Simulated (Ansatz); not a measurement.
**Energy landscape of Li**

12 relaxations of Li ended in 5 distinct structures. Computed with PBEsol (plane waves to 420 eV, PAW, scalar-relativistic; Ansatz, a quantum-chemistry and plane-wave program).

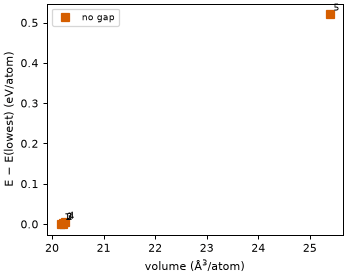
Fig. 1. Energy against volume of the distinct structures, numbered as in the table

```tsv
#	space group	Pearson	type	E − E(lowest) (eV/atom)	V (Å³/atom)	coordination	runs ending here
1	Fm-3m	cF4	fcc (Cu type)	0.00	20.17	Li 12 (cuboctahedral)	1
2	R-3m	hR3	–	0.00	20.21	–	1
3	P6₃/mmc	hP2	hcp (Mg type)	0.00	20.21	Li 12 (anticuboctahedral)	3
4	Im-3m	cI2	bcc (W type)	0.00	20.25	Li 8 (cubic)+6	6
5	Fd-3m	cF8	diamond type	0.52	25.39	Li 4 (tetrahedral)	1
```

Coordination numbers (neighbours up to the widest gap in distance over summed covalent radii, below 1.35; n+m marks a second, longer set). All are gapless at this level. Fm-3m, cF4, fcc (Cu type) is the lowest of the structures calculated here, level within the accuracy with R-3m, hR3; P6₃/mmc, hP2, hcp (Mg type); Im-3m, cI2, bcc (W type).

Space group Fm-3m (No. 225); a = 4.321 Å, b = 4.321 Å, c = 4.321 Å, α = 90.00°, β = 90.00°, γ = 90.00°

| atom | site | symmetry | x | y | z |
|---|---|---|---|---|---|
| Li | 4a | m-3m | 0.0000 | 0.0000 | 0.0000 |
(The calculation used a cell of 1 atom; values per cell refer to that cell.)

Each run could gain symmetry but not lose that of its start, so entries can be saddle points. From databases, or of a type measured for this composition: Fm-3m, cF4, fcc (Cu type); R-3m, hR3; P6₃/mmc, hP2, hcp (Mg type); Im-3m, cI2, bcc (W type); the others are generated cells (placed on structure types, drawn at random, substituted or restacked) that were not matched to a known phase here. Energies are at zero temperature and pressure, without zero-point motion. The runs use different k-meshes, so differences are rounded accordingly. No spin polarisation in the result.
